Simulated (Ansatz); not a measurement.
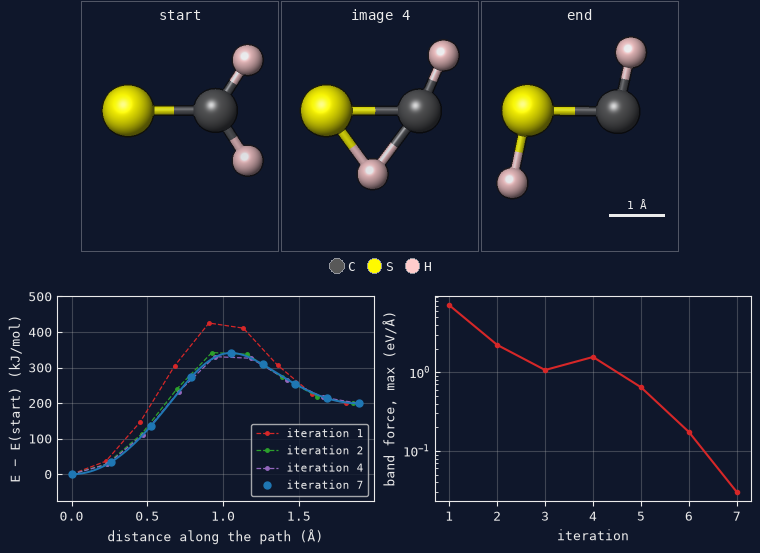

A nudged-elastic-band calculation for CH2S. Images are numbered from 0 (start) to 8 (end). The plot follows the band through its iterations. A ball-and-stick model, seen face on.

Theory: RKS B3LYP/def2-SVP (Ansatz 0.2.0). Run with 7 movable images; climbing image; force threshold 0.05 eV/Å; iteration limit 60; starting path by straight interpolation.

Did the band converge, and can the barrier be trusted?

The run is converged, with reservations. The band converged in 7 iterations. The largest component of the band force went from 7.1 to 0.03 eV/Å. The climbing image converged on the top of the path. Its curvatures weren't checked. The straight starting path can push atoms close together and costs iterations. The first iteration put the highest image at 425.4 kJ/mol. The energy climbs by 341.3 kJ/mol to image 4 and then falls by 142.0 kJ/mol, so the end point sits at +199.3 kJ/mol.

The run took 35 s on 1 thread of Arm Neoverse V1, with other jobs on the host, peak memory 0.085 GiB.
